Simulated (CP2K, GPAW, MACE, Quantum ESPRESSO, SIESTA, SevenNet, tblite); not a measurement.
# CP2K runs on generalised stacking fault on (111) (glide set) of a Ge-Sn solid solution (48 atoms)

Aim: run generalised stacking fault on (111) (glide set) of a Ge-Sn solid solution (48 atoms) in CP2K and see how near its forces come to a plane-wave reference, and at what cost.

Method: the method is named at each step, in CP2K 2026.2.

## Step 1: Set-up

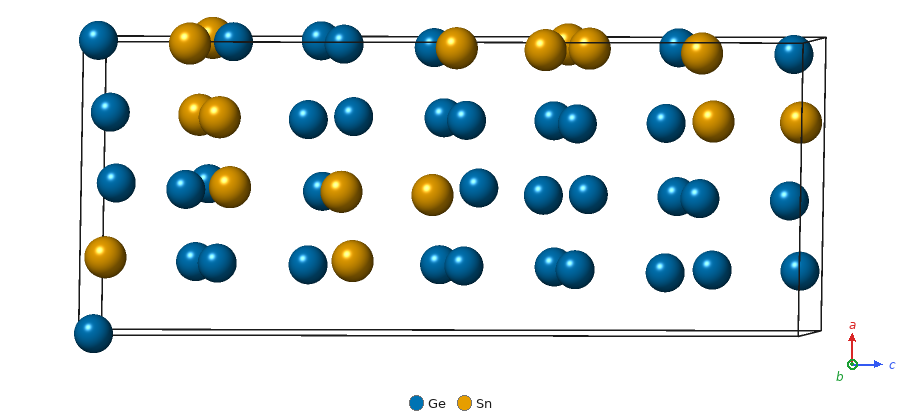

The cell as given, from the side, with the c axis across the page (germanium blue, tin orange). Some periodic images of atoms are drawn too.

The cell holds 48 atoms: 34 Ge and 14 Sn. Its edges and angles: a = 8.334 Å, b = 7.218 Å, c = 20.518 Å, α = 90.0°, β = 89.0°, γ = 90.0°. Diamond-structure Ge lattice (a = 5.8932 Å, the value set for the mixture), cell with z along [111], 2 x 1 x 2 periods; the third cell vector is tilted by 0.083 of 1/2[1-10] and lengthened by 0.1 Å, so the cell holds one fault (glide set); displaced by a Gaussian of 0.01 Å; 14 of 48 Ge sites given to Sn at random (lattice constant by Vegard's rule between Ge and Sn). Then every atom was moved at random, 0.03 Å r.m.s. a Cartesian component. The structure's axis is c.

The yardstick, on the same geometry:

| Quantity | Value |
| --- | --- |
| method | Kohn-Sham DFT, PBE, SSSP efficiency 1.3.0 pseudopotentials, plane waves (Quantum ESPRESSO 7.5); sssp-pbe-1.3.0-efficiency, cutoffs 45/360 Ry, Γ point |
| r.m.s. force component | 1.199 eV/Å |
| longest force | 4.97 eV/Å |
| pressure | 8.422 GPa |
| time | 2.8 min on 4 MPI ranks of Arm Neoverse V1, shared host |
| CPU time | 11 min |

## Step 2: PBE, DZVP-MOLOPT-SR, 350/50 Ry, diagonalisation

Method: Kohn-Sham DFT, PBE, GTH-PBE pseudopotentials, Gaussian and plane waves, DZVP-MOLOPT-SR-GTH, diagonalisation.

input.inp

```
&GLOBAL
  PROJECT cell
  RUN_TYPE ENERGY_FORCE
  PRINT_LEVEL LOW
&END GLOBAL
&FORCE_EVAL
  METHOD QS
  STRESS_TENSOR ANALYTICAL
  &DFT
    BASIS_SET_FILE_NAME BASIS_MOLOPT
    POTENTIAL_FILE_NAME GTH_POTENTIALS
    &MGRID
      CUTOFF 350
      REL_CUTOFF 50
    &END MGRID
    &QS
      EPS_DEFAULT 1.0E-12
    &END QS
    &SCF
      SCF_GUESS ATOMIC
      EPS_SCF 5.0E-06
      MAX_SCF 200
      ADDED_MOS 21
      &DIAGONALIZATION
        ALGORITHM STANDARD
      &END DIAGONALIZATION
      &SMEAR ON
        METHOD FERMI_DIRAC
        ELECTRONIC_TEMPERATURE [K] 580
      &END SMEAR
      &MIXING
        METHOD BROYDEN_MIXING
        ALPHA 0.15
        NBROYDEN 12
      &END MIXING
      &PRINT
        &RESTART OFF
        &END RESTART
      &END PRINT
    &END SCF
    &XC
      &XC_FUNCTIONAL PBE
      &END XC_FUNCTIONAL
    &END XC
    &PRINT
      &MULLIKEN ON
      &END MULLIKEN
      &HIRSHFELD ON
        SHAPE_FUNCTION DENSITY
      &END HIRSHFELD
      &MO ON
        EIGENVALUES T
        OCCUPATION_NUMBERS T
        MO_INDEX_RANGE 85 108
        &EACH
          QS_SCF 0
        &END EACH
        ADD_LAST NUMERIC
      &END MO
    &END PRINT
  &END DFT
  &SUBSYS
    &CELL
      A 8.33424 0.00000 0.00000
      B 0.00000 7.21767 0.00000
      C 0.34729 0.00000 20.51464
    &END CELL
    &COORD
      SCALED
      Ge 0.74989 0.49328 0.02279
      Sn 0.74158 0.49021 0.14650
      Sn 0.73999 0.83068 0.18566
      Ge 0.73276 0.83620 0.30899
      Sn 0.25531 0.49226 0.01935
      Ge 0.24120 0.49682 0.14490
      Ge 0.24259 0.83168 0.18562
      Ge 0.23757 0.83399 0.31193
      Ge 0.49895 0.00761 0.01735
      Ge 0.49702 0.99636 0.14539
      Sn 0.49190 0.32896 0.18574
      Ge 0.47839 0.33100 0.31441
      Sn 0.48340 0.66665 0.35134
      Sn 0.47302 0.66947 0.47804
      Ge 0.73004 0.16602 0.35076
      Ge 0.72672 0.16409 0.47631
      Ge 0.72458 0.49945 0.51820
      Ge 0.72379 0.50121 0.63976
      Ge 0.71975 0.83104 0.68281
      Ge 0.72204 0.82804 0.80606
      Ge 0.00441 0.99294 0.02046
      Sn 0.99418 0.99472 0.14783
      Ge 0.98790 0.34272 0.18761
      Ge 0.99165 0.33743 0.30938
      Ge 0.98661 0.65871 0.35138
      Ge 0.97569 0.67367 0.47713
      Sn 0.23769 0.17087 0.35283
      Ge 0.22574 0.16440 0.47364
      Ge 0.22817 0.49856 0.51796
      Ge 0.22565 0.50887 0.64371
      Ge 0.22274 0.83586 0.68326
      Ge 0.21284 0.83316 0.80839
      Ge 0.48453 0.00567 0.52125
      Ge 0.47928 0.98684 0.64219
      Ge 0.46929 0.34292 0.68425
      Ge 0.46301 0.33781 0.80736
      Ge 0.46281 0.66808 0.84965
      Ge 0.45559 0.67564 0.97435
      Sn 0.71579 0.17040 0.85108
      Sn 0.71259 0.17051 0.97274
      Sn 0.98000 0.99312 0.51860
      Sn 0.97436 0.00188 0.64241
      Sn 0.96644 0.32760 0.68234
      Ge 0.97008 0.33263 0.80620
      Sn 0.95738 0.66591 0.84929
      Ge 0.95469 0.66599 0.97692
      Ge 0.20949 0.17119 0.85269
      Ge 0.20626 0.16925 0.97468
    &END COORD
    &KIND Ge
      BASIS_SET DZVP-MOLOPT-SR-GTH-q4
      POTENTIAL GTH-PBE-q4
    &END KIND
    &KIND Sn
      BASIS_SET DZVP-MOLOPT-SR-GTH-q4
      POTENTIAL GTH-PBE-q4
    &END KIND
  &END SUBSYS
  &PRINT
    &FORCES ON
    &END FORCES
    &STRESS_TENSOR ON
    &END STRESS_TENSOR
  &END PRINT
&END FORCE_EVAL
```

Started as:

```console
> OMP_NUM_THREADS=2 cp2k.psmp -i input.inp > output.txt
```

Numbers of over 12 decimals in the logs are rounded to 6 here.

The log of the run:

```text
CP2K| version string:                                       CP2K version 2026.2
 CP2K| Input file name                                                 input.inp
 GLOBAL| Basis set file name                                        BASIS_MOLOPT
 GLOBAL| Potential file name                                      GTH_POTENTIALS
 GLOBAL| Run type                                                   ENERGY_FORCE
 GLOBAL| Total number of message passing processes                             1
 GLOBAL| Number of threads for this process                                    2
 TOTAL NUMBERS AND MAXIMUM NUMBERS
  Total number of            - Atomic kinds:                                   2
                             - Atoms:                                         48
                             - Shell sets:                                    48
                             - Shells:                                       240
                             - Primitive Cartesian functions:                206
                             - Cartesian basis functions:                    672
                             - Spherical basis functions:                    624
  Maximum angular momentum of- Orbital basis functions:                        2
                             - Local part of the GTH pseudopotential:          0
                             - Non-local part of the GTH pseudopotential:      4
 SCF PARAMETERS         Density guess:                                    ATOMIC
                        max_scf:                                             200
                        eps_scf:                                        5.00E-06
                        added MOs                                        21    0
                        Mixing method:                            BROYDEN_MIXING
                                                charge density mixing in g-space
                        Smear method:                                FERMI_DIRAC
                        Electronic temperature [K]:                        580.0
                        Electronic temperature [a.u.]:                  1.84E-03
                        Accuracy threshold:                             1.00E-10
 Extrapolation method: initial_guess
 Number of electrons:                                                        192
 Number of occupied orbitals:                                                 96
 Number of molecular orbitals:                                               117
 Number of orbital functions:                                                624
 Number of independent orbital functions:                                    624
 SCF WAVEFUNCTION OPTIMIZATION
  Step     Update method      Time    Convergence         Total energy    Change
     1 NoMix/Diag. 0.15E+00    2.6     0.66544315      -183.5224635621 -1.84E+02
     2 Broy./Diag. 0.15E+00    4.2     0.05517793      -180.5831242045  2.94E+00
     3 Broy./Diag. 0.15E+00    4.2     0.23915571      -180.8909128619 -3.08E-01
     4 Broy./Diag. 0.15E+00    4.3     0.04113900      -181.5135102138 -6.23E-01
[...]
17 Broy./Diag. 0.15E+00    4.5     0.00000804      -181.5804347551 -1.20E-04
    18 Broy./Diag. 0.15E+00    4.5     0.00000096      -181.5804683455 -3.36E-05
  *** SCF run converged in    18 steps ***
  Electronic density on regular grids:       -192.0000000000        0.0000000000
  Core density on regular grids:              191.9999999992       -0.0000000008
  Total charge density on r-space grids:       -0.0000000008
  Total charge density g-space grids:          -0.0000000008
  Overlap energy of the core charge distribution:               1.67731e-06
  Self energy of the core charge distribution:               -388.629397
  Core Hamiltonian energy:                                     91.956514
  Hartree energy:                                             169.745564
  Exchange-correlation energy:                                -54.642437
  Electronic entropic energy:                                  -0.010715
  Fermi energy:                                                 0.157802
  Total energy:                                              -181.580468
  Total energy (extrapolated to T->0):                       -181.575111
 MO| EIGENVALUES AND OCCUPATION NUMBERS
 MO|
 MO|  Index      Eigenvalue [a.u.]        Eigenvalue [eV]             Occupation
 MO|     85               0.113153               3.079046               2.000000
 MO|     86               0.114084               3.104391               2.000000
 MO|     87               0.114998               3.129255               2.000000
[...]
MO|    107               0.192002               5.224654               0.000000
 MO|    108               0.204325               5.559971               0.000000
 MO| Sum:                                                             192.000000
 MO| E(Fermi):            0.157802 a.u.          4.293999 eV
 !-----------------------------------------------------------------------------!
                     Mulliken Population Analysis
 #  Atom  Element  Kind  Atomic population                           Net charge
       1     Ge       1          4.023279                             -0.023279
       2     Sn       2          3.963633                              0.036367
       3     Sn       2          3.972063                              0.027937
[...]
47     Ge       1          3.999239                              0.000761
      48     Ge       1          4.000395                             -0.000395
 # Total charge                            192.000000                  0.000000
 !-----------------------------------------------------------------------------!
 !-----------------------------------------------------------------------------!
                           Hirshfeld Charges
  #Atom  Element  Kind  Ref Charge     Population                    Net charge
      1       Ge     1       4.000          4.028                        -0.028
      2       Sn     2       4.000          3.963                         0.037
      3       Sn     2       4.000          3.958                         0.042
[...]
47       Ge     1       4.000          4.008                        -0.008
     48       Ge     1       4.000          4.010                        -0.010
  Total Charge                                                           -0.000
 !-----------------------------------------------------------------------------!
 ENERGY| Total FORCE_EVAL ( QS ) energy [hartree]           -181.580507
 FORCES| Atomic forces [hartree/bohr]
 FORCES|   Atom     x               y               z               |f|
 FORCES|      1 -2.99536420E-02 -7.29506528E-05  7.03846129E-04   2.99619991E-02
 FORCES|      2  2.02289873E-02  7.84087874E-03 -2.64334833E-02   3.41967885E-02
 FORCES|      3 -1.84901143E-02  1.82793324E-04  2.12207248E-02   2.81467032E-02
[...]
FORCES|     47  9.69413234E-03 -5.79378140E-03 -4.12765058E-03   1.20242091E-02
 FORCES|     48  3.20106254E-02 -3.07354373E-03 -2.54588162E-02   4.10155840E-02
 FORCES| Sum     4.42005405E-06 -3.05454010E-06  1.36825655E-07
 FORCES| Total atomic force                                       5.37455247E-06
 STRESS| Analytical stress tensor [bar]
 STRESS|                        x                   y                   z
 STRESS|      x        1.66145208164E+05   1.67339185563E+04  -1.05999318870E+04
 STRESS|      y        1.67339185563E+04   3.81391991021E+04  -1.31776572813E+04
 STRESS|      z       -1.05999318870E+04  -1.31776572813E+04   6.58615116920E+04
 STRESS| 1/3 Trace                                             9.00486396526E+04
```

It took 92 s on 2 threads of Arm Neoverse V1, shared host; peak memory 1.7 GiB.

Banners, paths, timers and routine set-up lines are dropped from the logs unmarked, and long logs keep their key lines alone; longer cuts are marked.

Numbers from this run, and their distance from the reference:

- r.m.s. force component: 1.144 eV/Å
- r.m.s. difference of force components: 70.3 meV/Å
- longest difference of force vectors: 280.1 meV/Å
- force difference over r.m.s. force: 5.864 %
- slope of forces against the reference's: 0.9533
- correlation of force components: 0.9993
- pressure: 9.005 GPa
- pressure difference: 0.5826 GPa

Length of the force difference by element (eV/Å):

```csv
element,atoms,mean,most
Ge,34,0.045,0.23
Sn,14,0.19,0.28
```

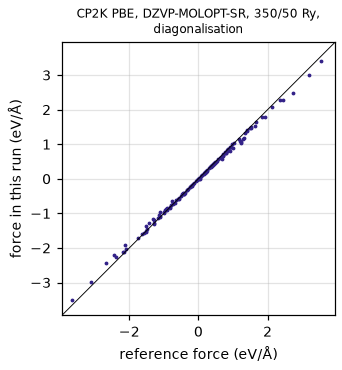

Force components against those of the reference; the line marks equality.

Local excerpt of 9 atoms (numbers count through the whole input) about Ge9, which bears the longest force; x, y, z are measured from there.

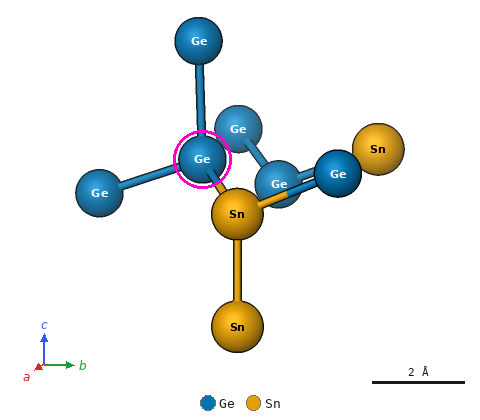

The atoms of the table, within 4.1 Å (arrows a, b, c point along x, y, z); some may hide others; the central atom is ringed.

```csv
atom,x,y,z,distance (Å),Hirshfeld charge (e),Fx,Fy,Fz (eV/Å)
Ge9,0.00,0.00,0.00,0.00,-0.02,-3.50,-2.25,2.29
Sn40,1.77,1.18,-0.92,2.31,0.06,3.02,1.16,1.06
Ge38,-0.38,-2.40,-0.88,2.58,-0.02,3.41,2.29,-2.02
Ge10,0.03,-0.08,2.63,2.63,-0.05,-1.72,-0.23,-1.45
Ge48,-2.45,1.17,-0.88,2.85,-0.01,1.65,-0.16,-1.31
Sn39,1.75,1.17,-3.41,4.01,0.05,-0.12,-0.40,-2.42
Sn5,-2.03,3.50,0.04,4.04,0.09,-2.97,-1.17,1.46
Ge1,2.09,3.51,0.11,4.08,-0.03,-1.54,0.00,0.04
Ge21,-4.12,-0.11,0.06,4.12,-0.02,-1.57,-1.07,0.38
```

Forces lie 5.9 % from the reference's, at 0.26 times its CPU time (on 2 against 4 cores).

The difference per atom is largest on Sn (0.19 eV/Å on average, against 0.045 on Ge).

## Step 3: PBE, TZV2P-UZH, 350/50 Ry, diagonalisation

Method: Kohn-Sham DFT, PBE, GTH-PBE pseudopotentials, Gaussian and plane waves, TZV2P-MOLOPT (UZH set), diagonalisation.

input.inp, as its differences from that of step 2:

```diff
@@ -9,4 +9,4 @@
   &DFT
-    BASIS_SET_FILE_NAME BASIS_MOLOPT
-    POTENTIAL_FILE_NAME GTH_POTENTIALS
+    BASIS_SET_FILE_NAME BASIS_MOLOPT_UZH
+    POTENTIAL_FILE_NAME POTENTIAL_UZH
     &MGRID
@@ -72,3 +72,3 @@
     &KIND Ge
-      BASIS_SET DZVP-MOLOPT-SR-GTH-q4
+      BASIS_SET TZV2P-MOLOPT-PBE-GTH-q4
       POTENTIAL GTH-PBE-q4
@@ -76,3 +76,3 @@
     &KIND Sn
-      BASIS_SET DZVP-MOLOPT-SR-GTH-q4
+      BASIS_SET TZV2P-MOLOPT-PBE-GTH-q4
       POTENTIAL GTH-PBE-q4
```

Started as:

```console
> OMP_NUM_THREADS=1 mpirun -np 4 cp2k.psmp -i input.inp > output.txt
```

The log of the run:

```text
CP2K| version string:                                       CP2K version 2026.2
 CP2K| Input file name                                                 input.inp
 GLOBAL| Basis set file name                                    BASIS_MOLOPT_UZH
 GLOBAL| Potential file name                                       POTENTIAL_UZH
 GLOBAL| Run type                                                   ENERGY_FORCE
 GLOBAL| Total number of message passing processes                             4
 GLOBAL| Number of threads for this process                                    1
 TOTAL NUMBERS AND MAXIMUM NUMBERS
  Total number of            - Atomic kinds:                                   2
                             - Atoms:                                         48
[... lines left out ...]
                        Smear method:                                FERMI_DIRAC
[... lines left out ...]
 Number of electrons:                                                        192
[... lines left out ...]
  Step     Update method      Time    Convergence         Total energy    Change
[... lines left out ...]
  *** SCF run converged in    18 steps ***
[... lines left out ...]
  Fermi energy:                                                 0.155725
  Total energy:                                              -181.687193
  Total energy (extrapolated to T->0):                       -181.681783
[... lines left out ...]
 MO| E(Fermi):            0.155725 a.u.          4.237501 eV
[... lines left out ...]
 !-----------------------------------------------------------------------------!
 !-----------------------------------------------------------------------------!
                           Hirshfeld Charges
  #Atom  Element  Kind  Ref Charge     Population                    Net charge
      1       Ge     1       4.000          4.029                        -0.029
      2       Sn     2       4.000          3.963                         0.037
      3       Sn     2       4.000          3.958                         0.042
[...]
47       Ge     1       4.000          4.008                        -0.008
     48       Ge     1       4.000          4.012                        -0.012
  Total Charge                                                           -0.000
 !-----------------------------------------------------------------------------!
 ENERGY| Total FORCE_EVAL ( QS ) energy [hartree]           -181.687247
 FORCES| Atomic forces [hartree/bohr]
 FORCES|   Atom     x               y               z               |f|
 FORCES|      1 -2.97624737E-02 -2.21194143E-04  6.03919803E-04   2.97694220E-02
 FORCES|      2  2.05266550E-02  7.32986659E-03 -2.66555422E-02   3.44323749E-02
 FORCES|      3 -1.88482943E-02  4.68057690E-04  2.13401265E-02   2.84759245E-02
[...]
FORCES|     47  9.43411994E-03 -5.67292774E-03 -4.16676358E-03   1.17705840E-02
 FORCES|     48  3.18701962E-02 -3.06839032E-03 -2.51994969E-02   4.07448042E-02
 FORCES| Sum     3.01315602E-06 -2.04494554E-06  2.65817123E-07
 FORCES| Total atomic force                                       3.65124228E-06
 STRESS| Analytical stress tensor [bar]
 STRESS|                        x                   y                   z
 STRESS|      x        1.61229286927E+05   1.67951484389E+04  -1.06328945652E+04
 STRESS|      y        1.67951484389E+04   3.44882762045E+04  -1.34547604185E+04
 STRESS|      z       -1.06328945652E+04  -1.34547604185E+04   6.15182965361E+04
 STRESS| 1/3 Trace                                             8.57452865559E+04
```

Wall time 83 s (4 MPI ranks); peak memory 4.4 GiB; 5.5 min of CPU time.

Numbers from this run, and their distance from the reference:

| Quantity | Value |
| --- | --- |
| r.m.s. force component | 1.144 eV/Å |
| r.m.s. difference of force components | 67.49 meV/Å |
| longest difference of force vectors | 276.7 meV/Å |
| force difference over r.m.s. force | 5.629 % |
| slope of forces against the reference's | 0.9539 |
| correlation of force components | 0.9994 |
| pressure | 8.575 GPa |
| pressure difference | 0.1522 GPa |

Against the first run (5.9 %), the force difference from the reference is 5.6 %, at 1.9 times the CPU time (on 4 against 2 cores), with 1294 basis functions against 624; this set comes with other potentials too, so the change isn't the basis's alone.

The difference per atom is largest on Sn (0.18 eV/Å on average, against 0.040 on Ge).

(Part 1 of 3 ends here.)

[Also dropped from logs without a mark: logging warnings of Python, and SIESTA's first energy breakdown and zero terms.]

[Logs are printed without paths, hosts, clocks, repeated set-up lines and the standing remarks that a program may print on its own settings, such as how far it seeks lower states.]

[Hosts, paths, dates, database ids (printed as entryN), source tags and the programs' standing remarks are cut or masked in the printed files.]
